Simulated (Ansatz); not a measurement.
Response to strain in CdSe

Take CdSe in the wurtzite structure (space group P6_3mc, No. 186; a = 4.248 Å, c = 6.941 Å) as the base.

Strains are applied to the cell and any free atomic positions relax.

Computed with DFT with LDA, PAW potentials and a 420 eV plane-wave cutoff in Ansatz (a first-principles code), without spin-orbit coupling.

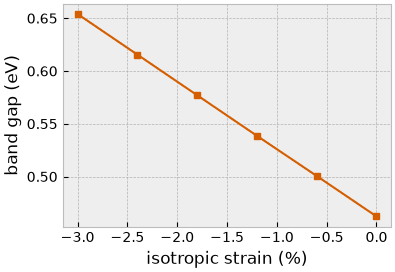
Figure: Band gap against isotropic strain

**Question.** From the plot, what is the band gap for isotropic strain −1.20 %?

**Answer.** About 0.54 eV.

**Question.** Is the trend monotonic over the range shown?

**Answer.** Yes, it falls throughout, spanning 0.46 eV to 0.65 eV.

No phonon test of stability was made.
